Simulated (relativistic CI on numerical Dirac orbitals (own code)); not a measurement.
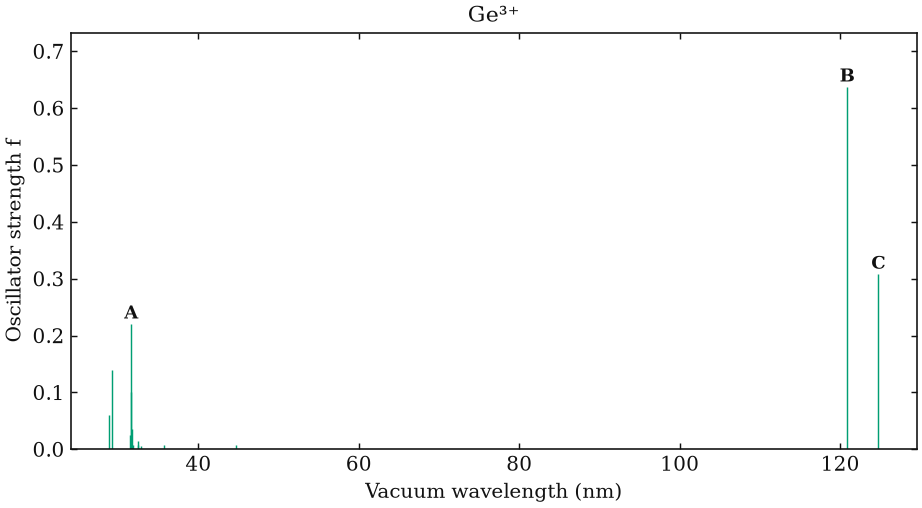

The plot shows absorption lines from the lowest level (oscillator strengths f) for Ge³⁺ (germanium, Z = 32). Level of the calculation: relativistic configuration interaction, KLI exchange-only orbitals, Breit term, model QED, valence Slater integrals scaled by 0.85, a P86 correlation estimate for each configuration, one potential for all configurations (in-house radial CI code).

Question: Assign the lettered lines.

Answer: A: 3d⁹ 4s 4p ²P°₃/₂ ← 3d¹⁰ 4s ²S₁/₂, 31.63 nm, f = 0.22; B: 3d¹⁰ 4p ²P°₃/₂ ← 3d¹⁰ 4s ²S₁/₂, 120.9 nm, f = 0.64; C: 3d¹⁰ 4p ²P°₁/₂ ← 3d¹⁰ 4s ²S₁/₂, 124.8 nm, f = 0.31. The strongest, B, lies in the extreme ultraviolet region.

Limits of the model: near-neutral ion: configurations can be misplaced by up to about 10000 cm⁻¹, over 20000 where the f count changes; rates and lifetimes follow the computed energies and can be off by orders of magnitude; only a limited list of configurations is included, so lower levels can be missing; only lines among the lowest 51 of 420 levels are drawn.
